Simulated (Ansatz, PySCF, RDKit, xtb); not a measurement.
# Solving SiH2Br2, step by step

Task: start from the formula SiH2Br2, draw up candidate structures, narrow them down in stages, and characterise the one that lies lowest at 298.15 K.

Plan: many cheap relaxations first (GFN2-xTB), then density-functional screening, relaxation at B3LYP/6-31G*, vibrations and a final energy. The numbers are computed, not measured.

## 1. Candidates

All bonding patterns within simple valence rules are listed by program: one Lewis structure each, at most two rings and one unusual centre or charged pair. O–O, O–halogen and N–halogen bonds and N–N–N chains are not drawn. That gives 1 candidate.

```tsv
label	SMILES	spin
c108	Br[SiH2]Br	singlet
```

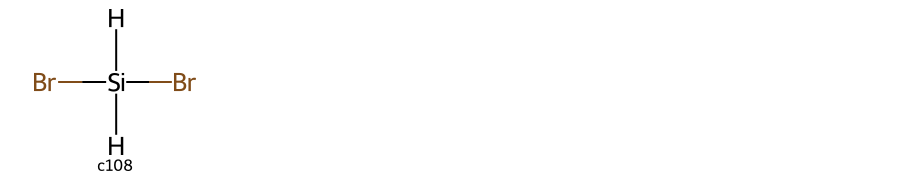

Structural formulas of the candidates.

Candidates are built by distance geometry, with a force field where one applies, in up to four conformers (letters a to d). 16 starts with atoms placed at random are added, to find patterns that the rules miss.

## 2. Cheap relaxation of all starts

All 17 starts are relaxed the same way. One of them, c848 (atoms placed at random), in full:

Contents of start.xyz:

```xyz
5
c848
Br    -0.478740     1.205970    -0.051180
Br     0.426080    -0.121440    -2.004010
Si     1.583990     0.829160    -0.504760
H      1.228980    -0.887830    -0.910830
H     -1.865980    -0.133030    -0.258680
```

Launch:

```sh
$ xtb start.xyz --gfn 2 --opt
```

The program printed, shortened:

```text
* xtb version 6.7.1
[...]
          :  # basis functions                  32          :
[...]
          :  # electrons                        20          :
[...]
          :  Hamiltonian                  GFN2-xTB          :
[...]
          :  net charge                          0          :
          :  unpaired electrons                  0          :
[...]
   *** convergence criteria satisfied after 21 iterations ***
[...]
   *** GEOMETRY OPTIMIZATION CONVERGED AFTER 22 ITERATIONS ***
[...]
   *** convergence criteria satisfied after 3 iterations ***
[...]
         ::                     SUMMARY                     ::
         :::::::::::::::::::::::::::::::::::::::::::::::::::::
         :: total energy             -10.907805704956 Eh    ::
         :: gradient norm              0.000729719216 Eh/a0 ::
         :: HOMO-LUMO gap              2.454892302810 eV    ::
         ::.................................................::
         :: SCC energy               -10.929274692552 Eh    ::
         :: -> isotropic ES            0.021637244726 Eh    ::
         :: -> anisotropic ES          0.000839330206 Eh    ::
         :: -> anisotropic XC         -0.016658236229 Eh    ::
         :: -> dispersion             -0.003783519712 Eh    ::
         :: repulsion energy           0.021468987596 Eh    ::
         :: add. restraining           0.000000000000 Eh    ::
         :: total charge               0.000000000000 e     ::
         :::::::::::::::::::::::::::::::::::::::::::::::::::::
[...]
        10        2.0000           -0.3648383              -9.9278 (HOMO)
        11                         -0.2746227              -7.4729 (LUMO)
[...]
     #   Z          covCN         q      C6AA      α(0)
     1  35 Br       0.923    -0.279   192.778    22.386
     2  35 Br       0.831    -0.339   194.364    22.478
     3  14 Si       1.778     0.418   183.454    28.785
     4   1 H        0.913    -0.078     4.850     3.445
     5   1 H        0.872     0.277     0.784     1.386
[...]
     #   Z sym  total        # sym  WBO       # sym  WBO       # sym  WBO
 ---------------------------------------------------------------------------
     1  35 Br   0.943 --     5 H    0.920
     2  35 Br   1.215 --     3 Si   1.180
     3  14 Si   2.163 --     2 Br   1.180     4 H    0.968
     4   1 H    0.994 --     3 Si   0.968
     5   1 H    0.923 --     1 Br   0.920
 ---------------------------------------------------------------------------
[...]
molecular dipole:
                 x           y           z       tot (Debye)
 q only:        0.644       0.434       0.249
   full:        0.864      -0.034       0.479       2.513
molecular quadrupole (traceless):
[...]
          | TOTAL ENERGY              -10.907805704956 Eh   |
          | GRADIENT NORM               0.000729719216 Eh/α |
          | HOMO-LUMO GAP               2.454892302810 eV   |
           -------------------------------------------------
[...]
```

Run time: 0.11 s. Hardware: 1 thread of Intel Xeon Platinum 8488C (Sapphire Rapids), shared host.

## 3. The minima found

16 of the 17 relaxations converged; 6 ended on a minimum already found. 10 distinct structures remain:

```tsv
label	start	SMILES after	spin	energy (kcal/mol)	note
c108a	drawn and random	Br[SiH2]Br	singlet	0.0	
c509	random	[Br][Si][Br].[H][H] ‡	singlet	52.5	fell apart
c859	random	[BrH].[SiH][Br] ‡	singlet	63.0	fell apart
c490	random	[BrH].[SiH][Br] ‡	singlet	63.7	fell apart
c026	random	[BrH].[SiH][Br] ‡	singlet	63.9	fell apart
c374	random	[BrH].[SiH][Br] ‡	singlet	64.1	fell apart
c452	random	[BrH].[SiH][Br] ‡	singlet	64.1	fell apart
c004	random	[BrH].[SiH][Br] ‡	singlet	64.2	fell apart
c161	random	[BrH].[SiH][Br] ‡	singlet	64.9	fell apart
c377	random	[BrH].[SiH][Br] ‡	singlet	65.0	fell apart
```

‡ marks the bonded skeleton alone, with all bonds drawn single: no Lewis structure was assigned that passes a check against the bond lengths.

## 4. Single points on the low minima

A choice of the minima (the low ones first, few conformers of a pattern, up to a cap) and the lowest that fell apart get a single point at r2SCAN-D4/def2-SVP on the tight-binding geometry, and one at HF/STO-3G for comparison. The lowest singlets are also tried as triplets at the same geometry (label ending in t). The first, c108a:

Contents of input.yaml:

```yaml
crystal:
  periodic: [false, false, false]
  atoms:
    - {symbol: Br, position_ang: [-3.325745, -2.804899, -1.485791]}
    - {symbol: Br, position_ang: [-0.166938, -2.100537, -2.999375]}
    - {symbol: Si, position_ang: [-1.552609, -1.491361, -1.391389]}
    - {symbol: H, position_ang: [-0.894377, -1.722191, -0.124513]}
    - {symbol: H, position_ang: [-1.986160, -0.138833, -1.663609]}
basis:
  gaussian:
    orbitals: def2-SVP
hamiltonian:
  xc: r2scan
  dispersion: d4
scf:
  lower_state_search: off
```

Launch:

```sh
$ ansatz run input.yaml --threads 1 --pin off --max-ram 2610MiB --events-out events.jsonl --progress --plain --runs-dir runs
```

The program printed, shortened:

```text
Warning: RAYON_NUM_THREADS=1 ignored (pool sized by the plan → 1); use --threads N
Functional definition: r2SCAN
  name "r2SCAN"
[...]
1002 factors; their error is unknown
[...]
mean field -147984.58348391 eV, -5438.3331354803 hartree, gradient 5.4e-6 eV, S^2 0.000000; 0 other end points of the search recorded, 0 dependent functions left out
reference -147984.58349111 eV, -5438.3331357447 hartree; 43, 43 occupied and 49, 49 virtual orbitals, 1002 factors
Total energy: -147984.61250656 eV, -5438.3342020432 hartree
Checks for a lower state left out: stability, starts, cluster_reference, orbital_swaps, neighbouring_geometries, increment
```

Run time: 1.8 s. Hardware: 1 thread of Intel Xeon Platinum 8488C (Sapphire Rapids), shared host.

Relative energies in kcal/mol, each column from its lowest structure that stays in one piece:

```tsv
label	SMILES	spin	GFN2-xTB	HF/STO-3G	r2SCAN-D4/def2-SVP
c108a	Br[SiH2]Br	singlet	0.0	0.0	0.0
c509	[Br][Si][Br].[H][H] ‡	singlet	52.5	52.5	38.0
c108at	Br[SiH2]Br	triplet	–	–	146.0
```

‡ marks the bonded skeleton alone, with all bonds drawn single: no Lewis structure was assigned that passes a check against the bond lengths.

## 5. Refinement at B3LYP/6-31G*

2 candidates are relaxed at B3LYP/6-31G* (chosen among the lowest in one piece, with other spins of them). The first, c108a:

Contents of input.yaml:

```yaml
crystal:
  periodic: [false, false, false]
  atoms:
    - symbol: Br
      position_ang: [-3.325745, -2.804899, -1.485791]
    - symbol: Br
      position_ang: [-0.166938, -2.100537, -2.999375]
    - symbol: Si
      position_ang: [-1.552609, -1.491361, -1.391389]
    - symbol: H
      position_ang: [-0.894377, -1.722191, -0.124513]
    - symbol: H
      position_ang: [-1.986160, -0.138833, -1.663609]
basis:
  gaussian:
    orbitals: 6-31G_st_-spherical.json
hamiltonian:
  xc: {name: B3LYP}
scf:
  lower_state_search: off
relax:
  f_tol: 0.003
```

The basis set 6-31G* is read from a file made from the Basis Set Exchange's data (not shown).

Launch:

```sh
$ ansatz run input.yaml --threads 1 --pin off --max-ram 2610MiB --events-out events.jsonl --progress --plain --runs-dir runs
```

The program printed, shortened:

```text
Warning: RAYON_NUM_THREADS=1 ignored (pool sized by the plan → 1); use --threads N
[...]
Functional definition: B3LYP
  name "B3LYP"
[...]
927 factors; integrals over basis functions are off by at most 6.0e-4 eV
[...]
mean field -147989.83606858 eV, -5438.5261644064 hartree, gradient 4.2e-6 eV, S^2 0.000000; 0 other end points of the search recorded, 0 dependent functions left out
[...]
reference -147989.83629072 eV, -5438.5261725701 hartree; 43, 43 occupied and 43, 43 virtual orbitals, 927 factors
relax step   1: F+E_penalty+E_count = -147989.83606858 eV  Δ(F+E_penalty+E_count) = +0.000e0 eV  max|allowed force component| = 6.471e-1 eV/Å  Δτ_max = 0.0000 Å  (13 SCF iters, accepted)
[...]
relax step   4: F+E_penalty+E_count = -147989.89068773 eV  Δ(F+E_penalty+E_count) = -5.847e-5 eV  max|allowed force component| = 4.364e-3 eV/Å  Δτ_max = 0.0031 Å  (12 SCF iters, accepted)
[...]
relax step   5: F+E_penalty+E_count = -147989.89068923 eV  Δ(F+E_penalty+E_count) = -1.504e-6 eV  max|allowed force component| = 4.818e-4 eV/Å  Δτ_max = 0.0003 Å  (8 SCF iters, accepted)
Total energy: -147989.89091229 eV, -5438.5281798759 hartree
Atom 0 at    -3.381700    -2.816261    -1.457524 Å, force     0.000122     0.000094     0.000012 eV/Å
Atom 1 at    -0.110565    -2.086247    -3.025132 Å, force    -0.000273     0.000282     0.000482 eV/Å
Atom 2 at    -1.559482    -1.524127    -1.420070 Å, force    -0.000251    -0.000403    -0.000238 eV/Å
Atom 3 at    -0.893254    -1.704701    -0.113731 Å, force     0.000191     0.000025    -0.000138 eV/Å
Atom 4 at    -1.980828    -0.126484    -1.648220 Å, force     0.000210     0.000002    -0.000117 eV/Å
Dipole moment:     0.045393     0.225268     0.199515 e Å
Checks for a lower state left out: stability, starts, cluster_reference, orbital_swaps, neighbouring_geometries, increment
```

It took 16 s on 1 thread of Intel Xeon Platinum 8488C (Sapphire Rapids), shared host.

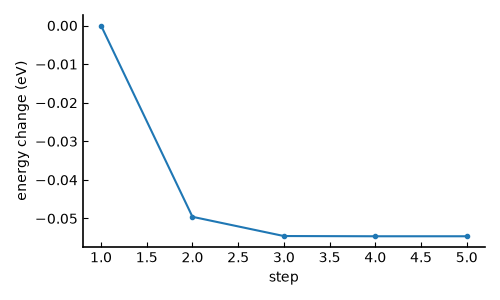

Energy along the run, all evaluated steps.

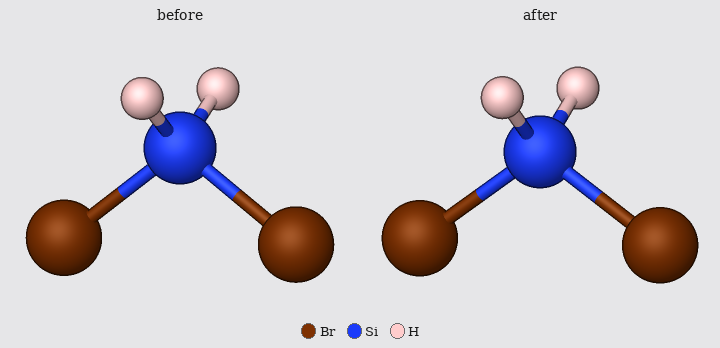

Before and after, at one scale.

After the run. Bond lengths: Br1–Si3 2.234 Å, Br2–Si3 2.234 Å, Si3–H4 1.477 Å, Si3–H5 1.477 Å. Angles: Br1–Si3–Br2 111.8°, Br1–Si3–H4 108.2°, Br1–Si3–H5 108.2°, Br2–Si3–H4 108.2°, Br2–Si3–H5 108.2°, H4–Si3–H5 112.4°.

## 6. After refinement

```tsv
label	spin	r2SCAN-D4/def2-SVP (kcal/mol)	B3LYP/6-31G*, relaxed (kcal/mol)	time	note
c108a	singlet	0.0	0.0	16 s	
c108at	triplet	146.0	85.4	4.1 min	fell apart ([Br].[SiH2]Br)
```

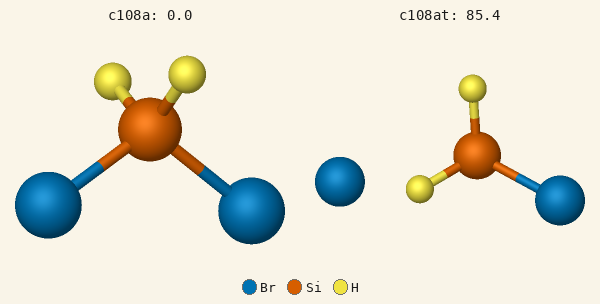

The relaxed structures, with energies at B3LYP/6-31G* in kcal/mol.

## 7. Harmonic analysis of the finalists

The lowest few in one piece go on as finalists (c108at drops out). Harmonic vibrations at B3LYP/6-31G* test each finalist and give the zero-point energy and the thermal terms. The first, c108a:

Contents of input.yaml:

```yaml
crystal:
  periodic: [false, false, false]
  atoms:
    - {symbol: Br, position_ang: [-3.381700, -2.816261, -1.457524]}
    - {symbol: Br, position_ang: [-0.110565, -2.086247, -3.025132]}
    - {symbol: Si, position_ang: [-1.559482, -1.524127, -1.420070]}
    - {symbol: H, position_ang: [-0.893254, -1.704701, -0.113731]}
    - {symbol: H, position_ang: [-1.980828, -0.126484, -1.648220]}
basis:
  gaussian: {orbitals: 6-31G_st_-spherical.json}
magnetization: {spin_polarized: false, initial_magnetization: 0}
hamiltonian: {xc: {name: B3LYP}}
scf: {lower_state_search: "off"}
phonons: {}
```

The basis set 6-31G* is read from a file made from the Basis Set Exchange's data (not shown).

Launch:

```sh
$ ansatz run input.yaml --threads 1 --pin off --max-ram 2610MiB --events-out events.jsonl --progress --plain --runs-dir runs
```

The program printed, shortened:

```text
Warning: RAYON_NUM_THREADS=1 ignored (pool sized by the plan → 1); use --threads N
Functional definition: B3LYP
  name "B3LYP"
[...]
927 factors; integrals over basis functions are off by at most 5.7e-4 eV
[...]
mean field -147989.89068925 eV, -5438.5281716793 hartree, gradient 1.2e-6 eV, S^2 0.000000; 0 other end points of the search recorded, 0 dependent functions left out
[...]
reference -147989.89091231 eV, -5438.5281798766 hartree; 43, 43 occupied and 43, 43 virtual orbitals, 927 factors
[...]
927 factors; integrals over basis functions are off by at most 5.7e-4 eV
mean field -147989.89067832 eV, -5438.5281712775 hartree, gradient 1.5e-6 eV, S^2 0.000000; 0 other end points of the search recorded, 0 dependent functions left out
[...]
reference -147989.89090136 eV, -5438.5281794740 hartree; 43, 43 occupied and 43, 43 virtual orbitals, 927 factors
[...]
reference -147989.89086486 eV, -5438.5281781327 hartree; 43, 43 occupied and 43, 43 virtual orbitals, 927 factors
Total energy: -147989.89091231 eV, -5438.5281798766 hartree
Atom 0 at    -3.381700    -2.816261    -1.457524 Å, force     0.000111     0.000087     0.000010 eV/Å
Atom 1 at    -0.110565    -2.086247    -3.025132 Å, force    -0.000268     0.000279     0.000477 eV/Å
Atom 2 at    -1.559482    -1.524127    -1.420070 Å, force    -0.000242    -0.000391    -0.000231 eV/Å
Atom 3 at    -0.893254    -1.704701    -0.113731 Å, force     0.000191     0.000025    -0.000140 eV/Å
Atom 4 at    -1.980828    -0.126484    -1.648220 Å, force     0.000208     0.000001    -0.000116 eV/Å
Dipole moment:     0.045392     0.225267     0.199514 e Å
Vibrations: 117.37 387.24 459.02 549.58 693.59 856.40 948.99 2291.39 2312.75 cm⁻¹, zero-point energy 0.534144 eV
Checks for a lower state left out: stability, starts, cluster_reference, orbital_swaps, neighbouring_geometries, increment
```

Run time: 62 s. Hardware: 1 thread of Intel Xeon Platinum 8488C (Sapphire Rapids), shared host.

## 8. Thermal terms of the finalists

At 298.15 K and 1 atm, ideal gas, rigid rotor and harmonic oscillator:

```tsv
label	SMILES	spin	point group	lowest mode (cm⁻¹)	zero-point (kcal/mol)	G − E (kcal/mol)
c108a	Br[SiH2]Br	singlet	C2v	117	12.3	-6.4
```

## 9. Last filter: a higher level

Single points at CCSD(T)/def2-TZVP on the refined geometries decide the order.

c108a, CCSD(T)/def2-TZVP:

Contents of input.yaml:

```yaml
crystal:
  periodic: [false, false, false]
  atoms:
    - symbol: Br
      position_ang: [-3.381700, -2.816261, -1.457524]
    - symbol: Br
      position_ang: [-0.110565, -2.086247, -3.025132]
    - symbol: Si
      position_ang: [-1.559482, -1.524127, -1.420070]
    - symbol: H
      position_ang: [-0.893254, -1.704701, -0.113731]
    - symbol: H
      position_ang: [-1.980828, -0.126484, -1.648220]
basis:
  gaussian: {orbitals: def2-TZVP}
correlation: {method: ccsd_t, frozen_orbitals: {Si: 5, H: 0, Br: 9}}
```

Launch:

```sh
$ ansatz run input.yaml --threads 1 --pin off --max-ram 2610MiB --events-out events.jsonl --progress --plain --runs-dir runs
```

The program printed, shortened:

```text
Warning: RAYON_NUM_THREADS=1 ignored (pool sized by the plan → 1); use --threads N
Functional definition: HF
  name "HF"
[...]
974 factors; integrals over basis functions are off by at most 7.9e-4 eV
[...]
mean field -147894.91233768 eV, -5435.0377816378 hartree, gradient 2.9e-6 eV, S^2 0.000000; 0 other end points of the search recorded, 0 dependent functions left out
23 core orbitals not correlated: weight in the atoms' cores, before any rotation towards them, 1.000 or more for the frozen orbitals, at most 0.000 for the correlated occupied ones
reference -147894.91233768 eV, -5435.0377816378 hartree; 20, 20 occupied and 102, 102 virtual orbitals, 974 factors
second order -18.04797610 eV of doubles, -0.00000000 eV of singles
cycle   1  -18.24850444 eV  change   -2.0e-1 eV  update   8.0e-2
[...]
cycle   8  -18.72255038 eV  change   -3.5e-5 eV  update   2.3e-5
perturbative correction -0.64736445 eV, -0.0237902049 hartree
Total energy: -147914.28225252 eV, -5435.7496128784 hartree
```

Wall time 23 s (1 thread of Intel Xeon Platinum 8488C (Sapphire Rapids), shared host); peak memory 0.67 GiB.

## 10. The ranking

Energies in kcal/mol from c108a; G adds the thermal terms to the CCSD(T)/def2-TZVP energy. The columns left of the relaxed level are at the tight-binding geometries.

```tsv
label	SMILES	spin	GFN2-xTB	HF/STO-3G	r2SCAN-D4/def2-SVP	B3LYP/6-31G*	HF/def2-TZVP	MP2/def2-TZVP	CCSD(T)/def2-TZVP	G	share at equilibrium	T1
c108a	Br[SiH2]Br	singlet	0.0	0.0	0.0	0.0	0.0	0.0	0.0	0.0	100.0 %	0.007
```

Lowest found: c108a, `Br[SiH2]Br`, a singlet of point group C2v. Bond lengths: Br1–Si3 2.234 Å, Br2–Si3 2.234 Å, Si3–H4 1.477 Å, Si3–H5 1.477 Å. Angles: Br1–Si3–Br2 111.8°, Br1–Si3–H4 108.2°, Br1–Si3–H5 108.2°, Br2–Si3–H4 108.2°, Br2–Si3–H5 108.2°, H4–Si3–H5 112.4°.

```xyz
5

Br   -3.3817   -2.8163   -1.4575
Br   -0.1106   -2.0862   -3.0251
Si   -1.5595   -1.5241   -1.4201
H    -0.8933   -1.7047   -0.1137
H    -1.9808   -0.1265   -1.6482
```

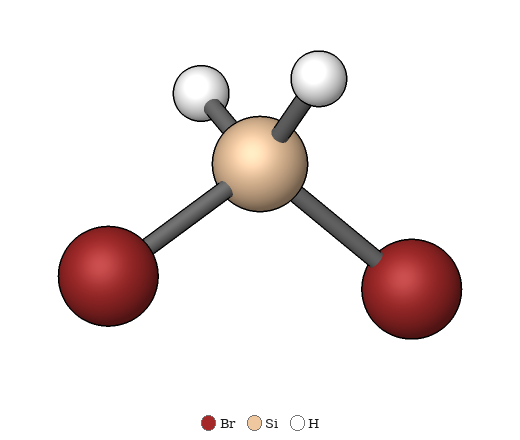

The lowest structure found, seen from a chosen angle (bromine red, silicon light orange, hydrogen white).

## 11. Density, orbitals and dipole (PBE0/def2-TZVPD)

Contents of input.yaml:

```yaml
crystal:
  periodic: [false, false, false]
  atoms:
    - {symbol: Br, position_ang: [-3.381700, -2.816261, -1.457524]}
    - {symbol: Br, position_ang: [-0.110565, -2.086247, -3.025132]}
    - {symbol: Si, position_ang: [-1.559482, -1.524127, -1.420070]}
    - {symbol: H, position_ang: [-0.893254, -1.704701, -0.113731]}
    - {symbol: H, position_ang: [-1.980828, -0.126484, -1.648220]}
basis:
  gaussian:
    orbitals: def2-TZVPD
hamiltonian:
  xc: pbe0
output: {forces: true, orbitals: {seedname: orbitals}}
```

Launch:

```sh
$ ansatz run input.yaml --threads 1 --pin off --max-ram 2610MiB --events-out events.jsonl --progress --plain --runs-dir runs
```

The program printed, shortened:

```text
Warning: RAYON_NUM_THREADS=1 ignored (pool sized by the plan → 1); use --threads N
Functional definition: PBE0
  name "PBE0"
[...]
1342 factors; their error is unknown
[...]
mean field -147986.09543294 eV, -5438.3886985822 hartree, gradient 3.8e-5 eV, S^2 0.000000; 0 other end points of the search recorded, 0 dependent functions left out
[...]
reference -147986.09547420 eV, -5438.3887000987 hartree; 43, 43 occupied and 132, 132 virtual orbitals, 1342 factors
Total energy: -147986.09547420 eV, -5438.3887000987 hartree
Atom 0 at    -3.381700    -2.816261    -1.457524 Å, force     0.354507     0.220902    -0.024061 eV/Å
Atom 1 at    -0.110565    -2.086247    -3.025132 Å, force    -0.294910     0.076235     0.287426 eV/Å
Atom 2 at    -1.559482    -1.524127    -1.420070 Å, force    -0.047056    -0.232992    -0.206281 eV/Å
Atom 3 at    -0.893254    -1.704701    -0.113731 Å, force    -0.012619    -0.022860    -0.037499 eV/Å
Atom 4 at    -1.980828    -0.126484    -1.648220 Å, force     0.000078    -0.041285    -0.019585 eV/Å
Dipole moment:     0.035766     0.177485     0.157193 e Å
```

It took 10 s on 1 thread of Intel Xeon Platinum 8488C (Sapphire Rapids), shared host; peak memory 0.55 GiB.

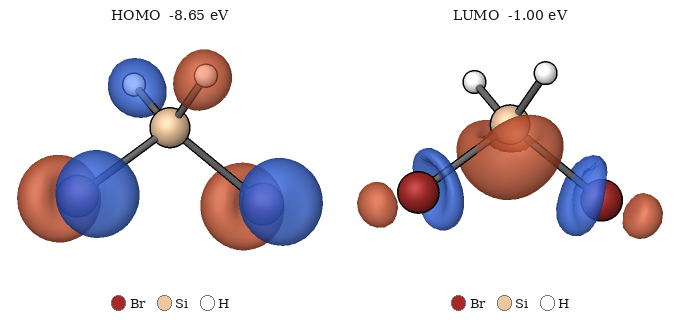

Frontier orbitals of this run, surfaces at ±0.2 Å^-3/2.

## 12. Frequencies after a tight-binding relaxation (GFN2-xTB)

Contents of start.xyz:

```xyz
5
c108a
Br    -3.381700    -2.816261    -1.457524
Br    -0.110565    -2.086247    -3.025132
Si    -1.559482    -1.524127    -1.420070
H     -0.893254    -1.704701    -0.113731
H     -1.980828    -0.126484    -1.648220
```

Launch:

```sh
$ xtb start.xyz --gfn 2 --ohess tight
```

The program printed, shortened:

```text
* xtb version 6.7.1
[...]
          :  # basis functions                  32          :
[...]
          :  # electrons                        20          :
[...]
          :  Hamiltonian                  GFN2-xTB          :
[...]
          :  net charge                          0          :
          :  unpaired electrons                  0          :
[...]
   *** convergence criteria satisfied after 14 iterations ***
[...]
   *** GEOMETRY OPTIMIZATION CONVERGED AFTER 9 ITERATIONS ***
[...]
   *** convergence criteria satisfied after 3 iterations ***
[...]
         ::                     SUMMARY                     ::
         :::::::::::::::::::::::::::::::::::::::::::::::::::::
         :: total energy             -11.009327802452 Eh    ::
         :: gradient norm              0.000028421359 Eh/a0 ::
         :: HOMO-LUMO gap              5.528904736099 eV    ::
         ::.................................................::
         :: SCC energy               -11.046712693093 Eh    ::
         :: -> isotropic ES            0.024209647008 Eh    ::
         :: -> anisotropic ES          0.000591504969 Eh    ::
         :: -> anisotropic XC         -0.016125381947 Eh    ::
         :: -> dispersion             -0.003850890692 Eh    ::
         :: repulsion energy           0.037384890640 Eh    ::
         :: add. restraining           0.000000000000 Eh    ::
         :: total charge              -0.000000000000 e     ::
         :::::::::::::::::::::::::::::::::::::::::::::::::::::
[...]
        10        2.0000           -0.4411212             -12.0035 (HOMO)
        11                         -0.2379387              -6.4746 (LUMO)
[...]
     #   Z          covCN         q      C6AA      α(0)
     1  35 Br       0.859    -0.192   190.190    22.235
     2  35 Br       0.859    -0.192   190.190    22.235
     3  14 Si       3.502     0.529    99.772    19.324
     4   1 H        0.922    -0.072     4.686     3.385
     5   1 H        0.922    -0.072     4.686     3.385
[...]
          | TOTAL ENERGY              -11.009327802736 Eh   |
          | TOTAL ENTHALPY            -10.984709511350 Eh   |
          | TOTAL FREE ENERGY         -11.020397510325 Eh   |
          | GRADIENT NORM               0.000027127480 Eh/α |
[...]
```

Run time: 0.16 s. Hardware: 1 thread of Intel Xeon Platinum 8488C (Sapphire Rapids), shared host.

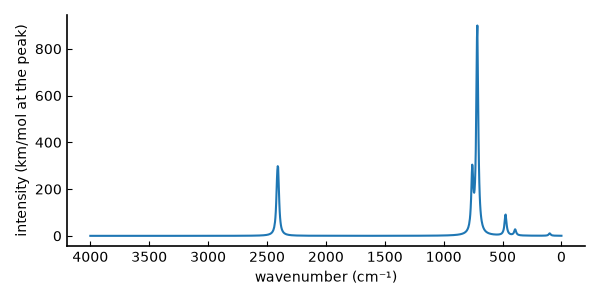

Harmonic infrared spectrum, unscaled, lines broadened by 10 cm⁻¹.

[end of part 1 of 2]
